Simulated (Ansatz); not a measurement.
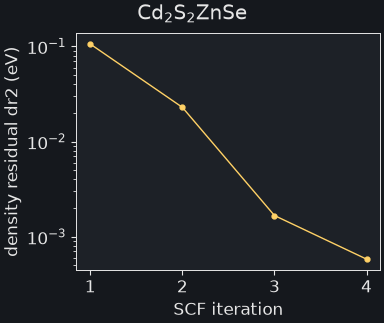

The plot shows the SCF iterations of a calculation: density residual dr2. The starting density is a sum of atomic densities corrected by a trained network.

Cd$_{2}$S$_{2}$ZnSe (interface cell, 6 atoms in the cell), run with Ansatz.

```
crystal:
  lattice:
    - [2.912246, -2.912246, 0.000000]
    - [0.000000, 2.912246, -2.912246]
    - [5.713006, 5.713006, 5.713006]
  atoms:
    - { symbol: Cd, position: [0.004199, 0.018681, 0.998358] }
    - { symbol: Cd, position: [0.324776, 0.651640, 0.341293] }
    - { symbol: S, position: [0.003541, 0.000714, 0.255578] }
    - { symbol: S, position: [0.352080, 0.673905, 0.595517] }
    - { symbol: Zn, position: [0.665256, 0.326972, 0.674136] }
    - { symbol: Se, position: [0.675846, 0.350510, 0.915438] }
kpoints:
  mp_grid: { grid: [2, 2, 2], shift: [0.5, 0.5, 0.5] }
hamiltonian:
  xc: pbesol
scf:
  occupations: { method: fermi_dirac, width: 0.01 }
  max_iter: 4
output:
  forces: true
  eigenvalues: true
  stress: true
```

Launched with:
```bash
ansatz run in.yaml --threads 7 --pin off --max-ram 13300MiB --runs-dir r --events-out ev --progress --plain
```

Q: Did the calculation converge?

A: The run gave up at step 4 without converging. The residual is still falling at the last step (down to 6 × 10⁻⁴).

Q: Read the residual at the first and at the last step drawn.

A: It starts near 0.11 and ends near 6 × 10⁻⁴ eV.
